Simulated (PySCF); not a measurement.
# P$_{2}$: what the fields show

```xyz
2

P     0.0000    0.0000   -0.9455
P     0.0000    0.0000    0.9455
```

The calculation used PySCF, PBE0/aug-cc-pVDZ(-PP), non-relativistic Hamiltonian with scalar-relativistic core potentials where named, at a bond length of 1.891 Å.

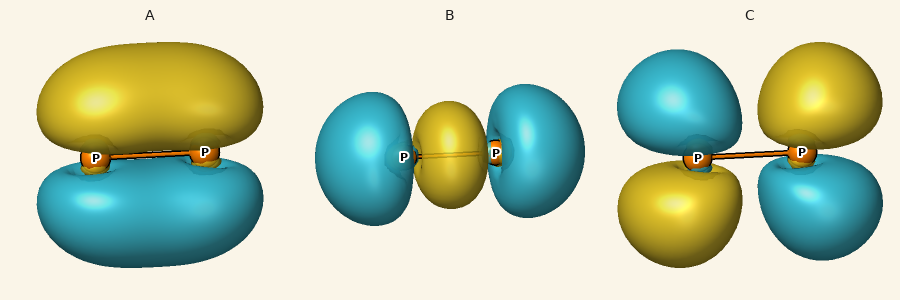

Figure 1. Three frontier orbitals, each drawn at the value that holds 80 % of its norm (yellow and cyan are the two phases), in no order; of a degenerate pair one member is drawn.

Label each orbital by symmetry, say whether it is occupied, and order them by energy.

Orbital B: σg, occupied, −8.43 eV; with no node between the nuclei.
Orbital A: πu, occupied, −8.14 eV; with no node between the nuclei, bonding.
Orbital C: πg, empty, −2.63 eV; antibonding, with a node between the atoms.

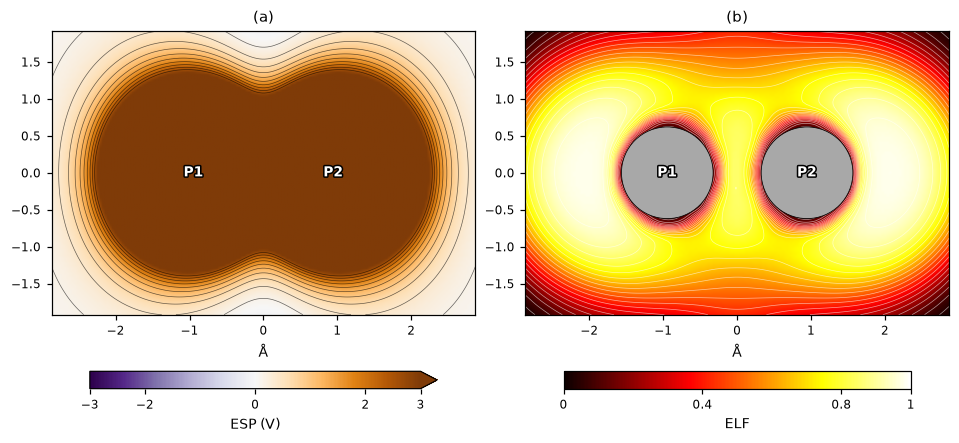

Figure 2. (a) electrostatic potential; (b) ELF on a plane that holds the molecular axis. Grey discs cover the atomic cores in the ELF map.

Read the bonding off the picture.

The plane passes through P nuclei.
P–P (1.89 Å): the ELF peaks at about 0.85 between the atoms: localised, covalent bonding.
The ELF also peaks beside P1 and P2, away from the bonds: lone-pair regions.
The potential has no marked negative region in this plane.

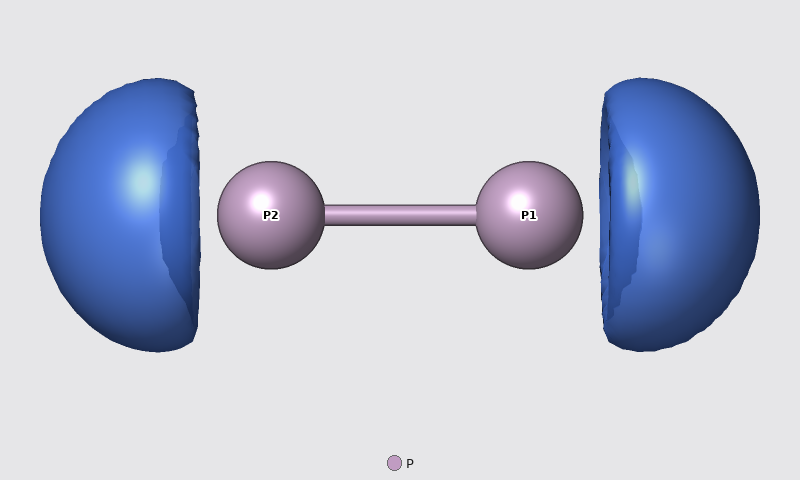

Figure 3. Isosurface of the electron localisation function at 0.9 (blue), seen from one side. Only the valence region is drawn (cores and ρ < 0.01 e/Å³ removed).

Where are the electrons localised?

At this value the surface marks out two lobes on P, pointing away from the bonds (lone pairs).
